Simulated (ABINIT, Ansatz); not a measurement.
# Cs3GaF6 (Fm-3m): one start, several treatments of the self-energy

How much does the gap of Cs3GaF6 (Fm-3m) depend on the approximation to the self-energy?

Calculated with ABINIT 10.8.3; PBEsol and many-body steps on it, plane waves.

## 1. Set-up

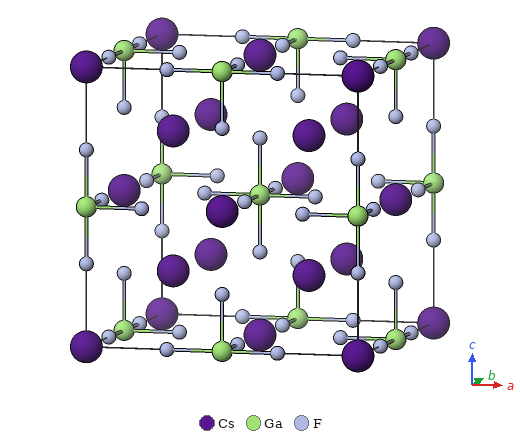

Start, viewed slightly off an axis; caesium purple, gallium green, fluorine light blue. This picture shows the conventional cell, with its axes. Some periodic images of atoms are drawn too.

The cell and positions come from the Crystallography Open Database and are kept as given unless a step says otherwise. Spin-orbit coupling is left out unless a step names it.

## 2. Empty states on the mesh, 2×2×2 mesh, 409 bands

This step: ABINIT 10.8.3; DFT, PBEsol, plane waves, norm-conserving pseudopotentials.

The sums over transitions need many empty states on a uniform mesh; this step solves for them.

File run.abi:

```
acell 3*1.0 Angstrom
rprim 
  -0.000000000000 4.723900000000 4.723900000000
  4.723900000000 0.000000000000 4.723900000000
  4.723900000000 4.723900000000 0.000000000000
ntypat 3
znucl 55 31 9
natom 10
typat 1 1 1 2 3 3 3 3 3 3
xred 
  0.750000000000 0.750000000000 0.750000000000
  0.250000000000 0.250000000000 0.250000000000
  0.000000000000 0.000000000000 0.000000000000
  0.500000000000 0.500000000000 0.500000000000
  0.296500000000 0.703500000000 0.703500000000
  0.703500000000 0.296500000000 0.703500000000
  0.703500000000 0.296500000000 0.296500000000
  0.296500000000 0.703500000000 0.296500000000
  0.703500000000 0.703500000000 0.296500000000
  0.296500000000 0.296500000000 0.703500000000
pp_dirpath "pseudos"
pseudos "Cs.upf, Ga.upf, F.upf"
ecut 45
ngkpt 2 2 2
nshiftk 1
shiftk 0 0 0
kptopt 1
chksymbreak 0
iscf -2
irdden 1
istwfk *1
nband 409
nbdbuf 36
tolwfr 1e-09
nstep 60
prtvol 0
indata_prefix "in"
outdata_prefix "out"
tmpdata_prefix "tmp"
```

On the command line:

```sh
OMP_NUM_THREADS=1 mpirun -n 3 abinit run.abi > log
```

Numbers of over 12 decimals in the logs are rounded to 6 here.

The program printed:

```text
.Version 10.8.3 of ABINIT. v10.8.2 released Aug 2026.

 Symmetries : space group Fm -3 m (#225); Bravais cF (face-center cubic)
[... echo of the input left out ...]
== DATASET  1 ==================================================================
-   mpi_nproc: 3, omp_nthreads: 1 (-1 if OMP is not activated)

--- !DatasetInfo
iteration_state: {dtset: 1, }
dimensions: {natom: 10, nkpt: 3, mband: 409, nsppol: 1, nspinor: 1, nspden: 1, mpw: 20554, }
cutoff_energies: {ecut:  45.0, pawecutdg:  -1.0, }
[...]
2.85223    2.85223    2.85223    2.85476    2.85476    2.86741    2.86741    2.86741
   2.88898    2.88909    2.93500    2.93578    2.93949    2.94182    2.94333    2.94742
   2.95328
 prteigrs : prtvol=0 or 1, do not print more k-points.

== END DATASET(S) ==============================================================
================================================================================

 -outvars: echo values of variables after computation  --------
            nband         409
             nkpt           3
          spgroup         225
 [... the other variables as echoed above ...]

 Calculation completed.
```

The job ended after 22 min (3 MPI ranks of Intel Xeon 6975P-C (Granite Rapids), shared host; peak memory 0.9 GiB; 67 min of CPU time).

Numbers from this step:

```
gap                                                           : 5.914 eV
k of the valence top                                          : 0.5, 0, 0
k of the conduction bottom                                    : 0, 0, 0
least direct gap                                              : 5.939 eV
k points computed                                             : 3
lowest point of the top converged band, above the valence top : 72.6215 eV
```

On this mesh the gap is 5.914 eV.

The density comes from a self-consistent run that is not shown.

## 3. Screening, 2×2×2 mesh, 179 bands, screening to 141.5 eV

The RPA dielectric matrix is built and inverted for each q.

This step: RPA screening on PBEsol, plane waves, norm-conserving pseudopotentials.

Changes to run.abi since step 2:

```diff
@@ -28,10 +28,11 @@
 chksymbreak 0
-iscf -2
-irdden 1
 istwfk *1
-nband 409
-nbdbuf 36
-tolwfr 1e-09
-nstep 60
-prtvol 0
+occopt 1
+irdwfk 1
+optdriver 3
+nband 179
+ecuteps 5.2
+inclvkb 2
+awtr 1
+symchi 1
 indata_prefix "in"
```

On the command line:

```sh
OMP_NUM_THREADS=1 mpirun -n 4 abinit run.abi > log
```

The program printed:

```text
.Version 10.8.3 of ABINIT. v10.8.2 released Aug 2026.

 Symmetries : space group Fm -3 m (#225); Bravais cF (face-center cubic)
[... echo of the input left out ...]
== DATASET  1 ==================================================================
-   mpi_nproc: 4, omp_nthreads: 1 (-1 if OMP is not activated)

--- !DatasetInfo
iteration_state: {dtset: 1, }
dimensions: {natom: 10, nkpt: 3, mband: 179, nsppol: 1, nspinor: 1, nspden: 1, mpw: 20554, }
cutoff_energies: {ecut:  45.0, pawecutdg:  -1.0, }
electrons: {nelect:   9.00000000E+01, charge:   0.00000000E+00, occopt:   1.00000000E+00, tsmear:   1.00000000E-02, }

 SCREENING: Calculation of the susceptibility and dielectric matrices

 Based on a program developped by R.W. Godby, V. Olevano, G. Onida, and L. Reining.
 Incorporated in ABINIT by V. Olevano, G.-M. Rignanese, and M. Torrent.
.Using double precision arithmetic ; gwpc =  8

[... cell and pseudopotentials left out ...]
--------------------------------------------------------------------------------

 ==== K-mesh for the wavefunctions ====
 Number of points in the irreducible wedge :     3
[... list of points left out ...]
 Together with 48 symmetry operations and time-reversal symmetry
 yields     8 points in the full Brillouin Zone.

 ==== Q-mesh for the screening function ====
 Number of points in the irreducible wedge :     3
[... list of points left out ...]
 Together with 48 symmetry operations and time-reversal symmetry
 yields     8 points in the full Brillouin Zone.

 setmesh: FFT mesh size selected  =    54x   54x   54
          total number of points  =       157464

 vcoul_init : cutoff-mode = AUXILIARY_FUNCTION
 q-points for optical limit:   1
     1)      0.000010    0.000020    0.000030

- screening: taking advantage of time-reversal symmetry
- Maximum band index for partially occupied states nbvw = 45
- Remaining bands to be divided among processors   nbcw = 134
- Number of bands treated by each node ~33

 Number of electrons calculated from density =   90.0000; Expected =   90.0000
 average of density, n =  0.063258
 r_s =    1.5569
 omega_plasma =   24.2612 [eV]

 calculating chi0 at frequencies [eV] :
  1    0.000000E+00    0.000000E+00
  2    0.000000E+00    2.426121E+01

--------------------------------------------------------------------------------
  q-point number  1        q = ( 0.000000, 0.000000, 0.000000) [r.l.u.]
--------------------------------------------------------------------------------
[... chi0 elements left out ...]
 For q-point:  0.000010 0.000020 0.000030
  dielectric constant =   2.2228
  dielectric constant without local fields =   2.4981

  Average fulfillment of the sum rule on Im[epsilon] for q-point    1 :     38.26  [%]
[... wings left out ...]
  q-point number  2        q = ( 0.500000, 0.000000, 0.000000) [r.l.u.]
--------------------------------------------------------------------------------
[... chi0 elements left out ...]
  Average fulfillment of the sum rule on Im[epsilon] for q-point    2 :     42.92  [%]

 [... 1 further q-points ...]
```

Run time: 7.3 min. Hardware: 4 MPI ranks; peak memory 4.9 GiB.

Numbers from this step:

```yaml
eps_infinity_with_local_fields_on_this_mesh_along_the_program_s_q_direction: 2.223
the_same_without_local_fields: 2.498
plasma_frequency: 24.26 eV
plane_waves_in_the_screening_matrix: 821
```

Local fields lower ε∞ by 11 %. On a Γ-centred mesh this coarse the value itself is usually too large, while a short band sum pulls it down.

## 4. G0W0, Godby-Needs plasmon pole

The self-energy is evaluated for the states that the input lists, and the levels follow from it, in one-shot runs by the linearised quasiparticle equation.

This step: G0W0 on PBEsol, plane waves, norm-conserving pseudopotentials.

Changes to run.abi since step 3:

```diff
@@ -31,8 +31,17 @@
 irdwfk 1
-optdriver 3
+optdriver 4
 nband 179
+gwcalctyp 0
+ecutsigx 45
+symsigma 1
+nkptgw 2
+kptgw 
+  0.5000000000 0.0000000000 0.0000000000
+  0.0000000000 0.0000000000 0.0000000000
+bdgw 
+  44 47
+  43 48
 ecuteps 5.2
-inclvkb 2
-awtr 1
-symchi 1
+irdscr 1
+ppmodel 1
 indata_prefix "in"
```

The program printed:

```text
.Version 10.8.3 of ABINIT. v10.8.2 released Aug 2026.

 Symmetries : space group Fm -3 m (#225); Bravais cF (face-center cubic)
[... echo of the input left out ...]
== DATASET  1 ==================================================================
-   mpi_nproc: 4, omp_nthreads: 1 (-1 if OMP is not activated)

--- !DatasetInfo
iteration_state: {dtset: 1, }
dimensions: {natom: 10, nkpt: 3, mband: 179, nsppol: 1, nspinor: 1, nspden: 1, mpw: 20554, }
cutoff_energies: {ecut:  45.0, pawecutdg:  -1.0, }
electrons: {nelect:   9.00000000E+01, charge:   0.00000000E+00, occopt:   1.00000000E+00, tsmear:   1.00000000E-02, }

 SIGMA: Calculation of the GW corrections

 Based on a program developped by R.W. Godby, V. Olevano, G. Onida, and L. Reining.
 Incorporated in ABINIT by V. Olevano, G.-M. Rignanese, and M. Torrent.
.Using double precision arithmetic ; gwpc =  8

[... cell and pseudopotentials left out ...]
--------------------------------------------------------------------------------

 ==== K-mesh for the wavefunctions ====
 Number of points in the irreducible wedge :     3
[... list of points left out ...]
 Together with 48 symmetry operations and time-reversal symmetry
 yields     8 points in the full Brillouin Zone.

 ==== Q-mesh for screening function ====
 Number of points in the irreducible wedge :     3
[... list of points left out ...]
 Together with 48 symmetry operations and time-reversal symmetry
 yields     8 points in the full Brillouin Zone.

 vcoul_init : cutoff-mode = AUXILIARY_FUNCTION
 q-points for optical limit:   1
     1)      0.000010    0.000020    0.000030
 setmesh: FFT mesh size selected  =    80x   80x   80
          total number of points  =       512000

 Number of electrons calculated from density =   90.0000; Expected =   90.0000
 average of density, n =  0.063258
 r_s =    1.5569
 omega_plasma =   24.2612 [eV]

 === KS Band Gaps ===
  >>>> For spin  1
   Minimum direct gap =   5.9384 [eV], located at k-point      :   0.0000  0.0000  0.0000
   Fundamental gap    =   5.9141 [eV], Top of valence bands at :   0.5000  0.0000  0.0000
                                       Bottom of conduction at :   0.0000  0.0000  0.0000
 SIGMA fundamental parameters:
 PLASMON POLE MODEL  1
 number of plane-waves for SigmaX                20395
 number of plane-waves for SigmaC and W            821
 number of plane-waves for wavefunctions         20395
 number of bands                                   179
 number of independent spin polarizations            1
 number of spinorial components                      1
 number of k-points in IBZ                           3
 number of q-points in IBZ                           3
 number of symmetry operations                      48
 number of k-points in BZ                            8
 number of q-points in BZ                            8
 number of frequencies for dSigma/dE                 9
 frequency step for dSigma/dE [eV]                0.25
 number of omega for Sigma on real axis              0
 max omega for Sigma on real axis  [eV]           0.00
 zcut for avoiding poles [eV]                     0.10

 EPSILON^-1 parameters (SCR file):
 dimension of the eps^-1 matrix on file            821
 dimension of the eps^-1 matrix used               821
 number of plane-waves for wavefunctions         20395
 number of bands                                   179
 number of q-points in IBZ                           3
 number of frequencies                               2
 number of real frequencies                          1
 number of imag frequencies                          1

 matrix elements of self-energy operator (all in [eV])

 Perturbative Calculation

--- !SelfEnergy_ee
iteration_state: {dtset: 1, }
kpoint     : [   0.500,    0.000,    0.000, ]
spin       : 1
KS_gap     :    7.612
QP_gap     :   11.463
Delta_QP_KS:    3.851
data: !SigmaeeData |
     Band     E0 <VxcDFT>   SigX SigC(E0)      Z dSigC/dE  Sig(E)    E-E0       E
       44   0.141 -22.204 -29.286   5.219   0.797  -0.255 -23.688  -1.484  -1.343
       45   0.141 -22.204 -29.286   5.219   0.797  -0.255 -23.688  -1.484  -1.343
       46   7.754 -14.545  -9.571  -2.235   0.864  -0.158 -12.179   2.367  10.120
       47   8.097  -9.111  -4.762  -2.518   0.882  -0.133  -7.495   1.616   9.713

--- !SelfEnergy_ee
iteration_state: {dtset: 1, }
kpoint     : [   0.000,    0.000,    0.000, ]
spin       : 1
KS_gap     :    5.938
QP_gap     :    9.162
Delta_QP_KS:    3.223
data: !SigmaeeData |
     Band     E0 <VxcDFT>   SigX SigC(E0)      Z dSigC/dE  Sig(E)    E-E0       E
       43   0.117 -22.229 -29.723   5.544   0.791  -0.264 -23.772  -1.543  -1.426
       44   0.117 -22.229 -29.723   5.544   0.791  -0.264 -23.772  -1.543  -1.426
       45   0.117 -22.229 -29.723   5.544   0.791  -0.264 -23.772  -1.543  -1.426
       46   6.056  -9.990  -5.616  -2.474   0.884  -0.131  -8.310   1.680   7.736
       47   7.760  -7.956  -3.766  -2.460   0.888  -0.126  -6.419   1.536   9.296
       48   7.760  -7.956  -3.766  -2.460   0.888  -0.126  -6.419   1.536   9.296

== END DATASET(S) ==============================================================
================================================================================

 -outvars: echo values of variables after computation  --------
           etotal      0.0000000000E+00
            nband         179
             nkpt           3
          spgroup         225
 [... the other variables as echoed above ...]

 Calculation completed.
```

The job ended after 98 s (4 MPI ranks; peak memory 3.5 GiB; 6.5 min of CPU time).

Numbers from this step:

```
G0W0 gap on the points computed              : 9.079 eV
starting gap on the mesh                     : 5.914 eV
k of the valence top                         : 0.5, 0, 0
k of the conduction bottom                   : 0, 0, 0
Z at the valence top                         : 0.797
Z at the conduction bottom                   : 0.884
least direct G0W0 gap on the computed points : 9.162 eV
```

The gap on the mesh goes from 5.91 eV to 9.08 eV, a correction of +3.16 eV.

## 5. G0W0, Hybertsen-Louie plasmon pole

Changes to run.abi since step 4:

```diff
@@ -45,3 +45,3 @@
 irdscr 1
-ppmodel 1
+ppmodel 2
 indata_prefix "in"
```

The program printed:

```text
.Version 10.8.3 of ABINIT. v10.8.2 released Aug 2026.

 Symmetries : space group Fm -3 m (#225); Bravais cF (face-center cubic)
[... echo of the input left out ...]
== DATASET  1 ==================================================================
-   mpi_nproc: 4, omp_nthreads: 1 (-1 if OMP is not activated)

--- !DatasetInfo
iteration_state: {dtset: 1, }
dimensions: {natom: 10, nkpt: 3, mband: 179, nsppol: 1, nspinor: 1, nspden: 1, mpw: 20554, }
cutoff_energies: {ecut:  45.0, pawecutdg:  -1.0, }
electrons: {nelect:   9.00000000E+01, charge:   0.00000000E+00, occopt:   1.00000000E+00, tsmear:   1.00000000E-02, }

 SIGMA: Calculation of the GW corrections

 Based on a program developped by R.W. Godby, V. Olevano, G. Onida, and L. Reining.
 Incorporated in ABINIT by V. Olevano, G.-M. Rignanese, and M. Torrent.
.Using double precision arithmetic ; gwpc =  8

[... cell and pseudopotentials left out ...]
--------------------------------------------------------------------------------

 ==== K-mesh for the wavefunctions ====
 Number of points in the irreducible wedge :     3
[... list of points left out ...]
 Together with 48 symmetry operations and time-reversal symmetry
 yields     8 points in the full Brillouin Zone.

 ==== Q-mesh for screening function ====
 Number of points in the irreducible wedge :     3
[... list of points left out ...]
 Together with 48 symmetry operations and time-reversal symmetry
 yields     8 points in the full Brillouin Zone.

 vcoul_init : cutoff-mode = AUXILIARY_FUNCTION
 q-points for optical limit:   1
     1)      0.000010    0.000020    0.000030
 setmesh: FFT mesh size selected  =    80x   80x   80
          total number of points  =       512000

 Number of electrons calculated from density =   90.0000; Expected =   90.0000
[...]
number of omega for Sigma on real axis              0
 max omega for Sigma on real axis  [eV]           0.00
 zcut for avoiding poles [eV]                     0.10

 EPSILON^-1 parameters (SCR file):
 dimension of the eps^-1 matrix on file            821
 dimension of the eps^-1 matrix used               821
 number of plane-waves for wavefunctions         20395
 number of bands                                   179
 number of q-points in IBZ                           3
 number of frequencies                               2
 number of real frequencies                          1
 number of imag frequencies                          1

 matrix elements of self-energy operator (all in [eV])

 Perturbative Calculation

--- !SelfEnergy_ee
iteration_state: {dtset: 1, }
kpoint     : [   0.500,    0.000,    0.000, ]
spin       : 1
KS_gap     :    7.612
QP_gap     :   12.095
Delta_QP_KS:    4.483
data: !SigmaeeData |
     Band     E0 <VxcDFT>   SigX SigC(E0)      Z dSigC/dE  Sig(E)    E-E0       E
       44   0.141 -22.204 -29.286   4.459   0.879  -0.138 -24.509  -2.305  -2.163
       45   0.141 -22.204 -29.286   4.459   0.879  -0.138 -24.509  -2.305  -2.163
       46   7.754 -14.545  -9.571  -2.573   0.907  -0.103 -12.368   2.178   9.931
[...]
--- !SelfEnergy_ee
iteration_state: {dtset: 1, }
kpoint     : [   0.000,    0.000,    0.000, ]
spin       : 1
KS_gap     :    5.938
QP_gap     :    9.877
Delta_QP_KS:    3.938
data: !SigmaeeData |
     Band     E0 <VxcDFT>   SigX SigC(E0)      Z dSigC/dE  Sig(E)    E-E0       E
[...]
47   7.760  -7.956  -3.766  -2.627   0.919  -0.088  -6.518   1.437   9.197
       48   7.760  -7.956  -3.766  -2.627   0.919  -0.088  -6.518   1.437   9.197

== END DATASET(S) ==============================================================
================================================================================

 -outvars: echo values of variables after computation  --------
           etotal      0.0000000000E+00
            nband         179
             nkpt           3
          spgroup         225
 [... the other variables as echoed above ...]

 Calculation completed.
```

It took 99 s on 4 MPI ranks; peak memory 3.4 GiB; 6.6 min of CPU time.

Numbers from this step:

| Property | Result |
| --- | --- |
| G0W0 gap on the points computed | 9.695 eV |
| starting gap on the mesh | 5.914 eV |
| k of the valence top | 0.5, 0, 0 |
| k of the conduction bottom | 0, 0, 0 |
| Z at the valence top | 0.879 |
| Z at the conduction bottom | 0.917 |
| least direct G0W0 gap on the computed points | 9.877 eV |

Against G0W0 in ABINIT (2×2×2 mesh, 179 bands, screening to 141.5 eV, Godby-Needs plasmon pole), the gap moves by +0.616 eV.

## 6. G0W0, von der Linden-Horsch plasmon pole

Changes to run.abi since step 5:

```diff
@@ -45,3 +45,3 @@
 irdscr 1
-ppmodel 2
+ppmodel 3
 indata_prefix "in"
```

The program printed:

```text
.Version 10.8.3 of ABINIT. v10.8.2 released Aug 2026.

 Symmetries : space group Fm -3 m (#225); Bravais cF (face-center cubic)
[... echo of the input left out ...]
== DATASET  1 ==================================================================
-   mpi_nproc: 4, omp_nthreads: 1 (-1 if OMP is not activated)

--- !DatasetInfo
iteration_state: {dtset: 1, }
dimensions: {natom: 10, nkpt: 3, mband: 179, nsppol: 1, nspinor: 1, nspden: 1, mpw: 20554, }
cutoff_energies: {ecut:  45.0, pawecutdg:  -1.0, }
[...]
Band     E0 <VxcDFT>   SigX SigC(E0)      Z dSigC/dE  Sig(E)    E-E0       E
[...]
47   7.760  -7.956  -3.766  -2.616   0.933  -0.072  -6.487   1.468   9.229
       48   7.760  -7.956  -3.766  -2.616   0.933  -0.072  -6.487   1.468   9.229

== END DATASET(S) ==============================================================
================================================================================

 -outvars: echo values of variables after computation  --------
           etotal      0.0000000000E+00
            nband         179
             nkpt           3
          spgroup         225
 [... the other variables as echoed above ...]

 Calculation completed.
```

Elapsed: 1.8 min, on 4 MPI ranks; peak memory 3.3 GiB.

Numbers from this step:

- G0W0 gap on the points computed: 9.224 eV
- starting gap on the mesh: 5.914 eV
- k of the valence top: 0.5, 0, 0
- k of the conduction bottom: 0, 0, 0
- least direct G0W0 gap on the computed points: 9.332 eV

Against G0W0 in ABINIT (2×2×2 mesh, 179 bands, screening to 141.5 eV, Godby-Needs plasmon pole), the gap moves by +0.145 eV.

(Part 1 of 2 ends here.)

[Paths, hosts, dates, memory and timing lines, banners, echoed tables and standing remarks are left out of the program output.]

[Logs are printed without paths, hosts, clocks, repeated set-up lines and the standing remarks that a program may print on its own settings, such as how far it seeks lower states.]

[Runs of the session that timed out or met a known fault of the program may be left out.]

[Hosts, paths, dates, database ids (printed as entryN), source tags and the programs' standing remarks are cut or masked in the printed files.]

[G0W0 gaps are taken among the corrected bands and points alone; a level outside them can change the order at an edge.]

[Where Ansatz stands beside ABINIT at settings called matched, ABINIT's density can come from a denser mesh and the files from another edition; pairs whose starting gaps differed by over 0.03 eV were left out, so agreement reads better than it is.]
